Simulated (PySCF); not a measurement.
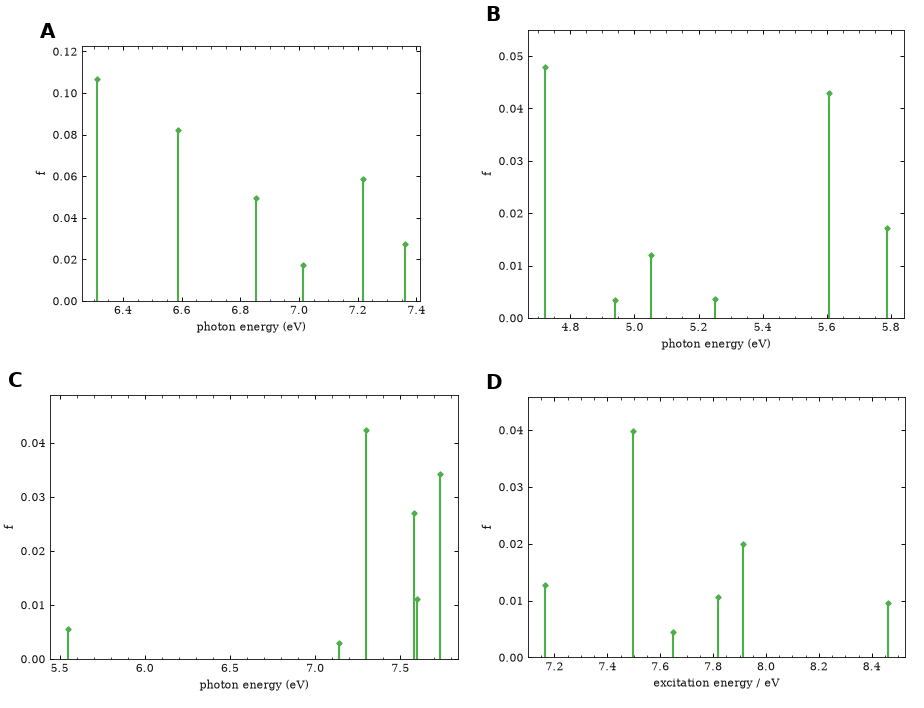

Vertical TDDFT excitations, PBE0/def2-SVPD in PySCF 2.14.0, at a GFN2-xTB geometry (no frequency check), gas phase. Each panel shows the lowest singlet states that were computed.

Question: Pair each panel with its molecule.
1. C₆H₇NO₂, SMILES N#C[C@H]1CCCOC1=O
2. C₆H₁₁FO, SMILES FC[C@H]1CCCCO1
3. C₃H₁₂B₂N₂, SMILES C=CC[BH-]1[NH2+][BH2-][NH2+]1
4. C₆H₇NS (2-pyridinemethanethiol), SMILES SCc1ccccn1

Answer: A: 3 (S1 at 6.31 eV, brightest at 6.31 eV)
B: 4 (S1 at 4.72 eV, brightest at 4.72 eV)
C: 1 (S1 at 5.55 eV, brightest at 7.30 eV)
D: 2 (S1 at 7.16 eV, brightest at 7.50 eV)

Caveats, for all or some of the runs: core orbitals are frozen in the response; one conformer of a flexible molecule; states above the negative HOMO energy depend on the basis; the tight-binding geometry is rougher than a DFT one and adds to the error.
